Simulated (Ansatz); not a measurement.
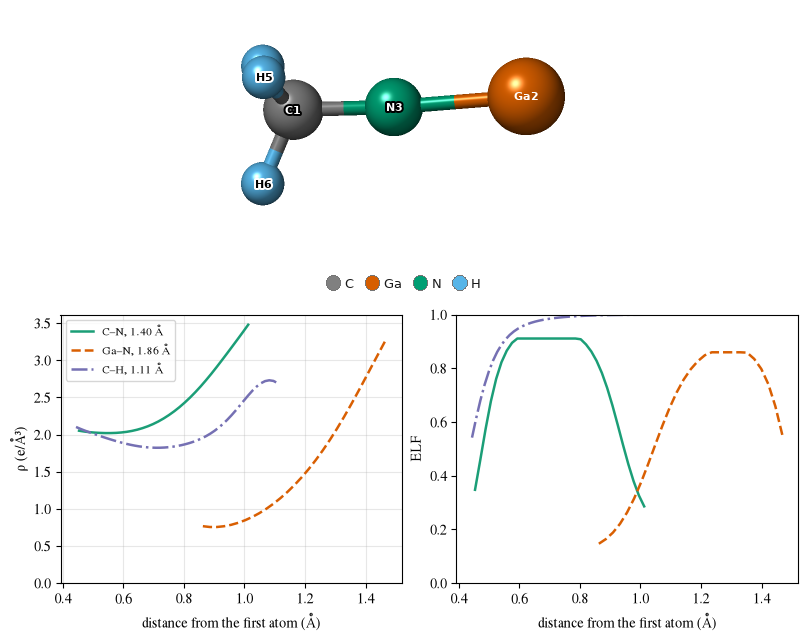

Figure. CH3GaN (doublet). Total electron density and ELF along straight lines between neighbouring atoms. The curves leave out the atomic cores. The structure is drawn too.

Geometry: PBE0-D3(BJ)/def2-SVP.

These are results of isolated molecule in a Gaussian basis; Kohn-Sham density functional theory, functional PBE0 in Ansatz 0.2.0, not measurements.

```xyz
6

C    -1.5889    2.0144    2.6065
Ga   -1.4656    2.6412   -0.5860
N    -1.4871    2.3593    1.2575
H    -0.6180    1.7835    3.0912
H    -2.1855    1.0784    2.6773
H    -2.1311    2.7582    3.2260
```

Question: Compare the contacts.

Answer: C–N (1.40 Å): the density is about 2.1 e/Å³ at the midpoint; the ELF peaks at about 0.90 between the atoms; localised, covalent bonding.
Ga–N (1.86 Å): ρ is about 0.77 e/Å³ halfway; the ELF peaks at about 0.85 in the valence shell of N, 0.6 Å from its nucleus, and is about 0.20 at the midpoint.
C–H (1.11 Å): ρ is about 1.9 e/Å³ halfway; the ELF climbs to about 1 towards the hydrogen, as it does in any bond to H; an ordinary covalent bond to hydrogen.
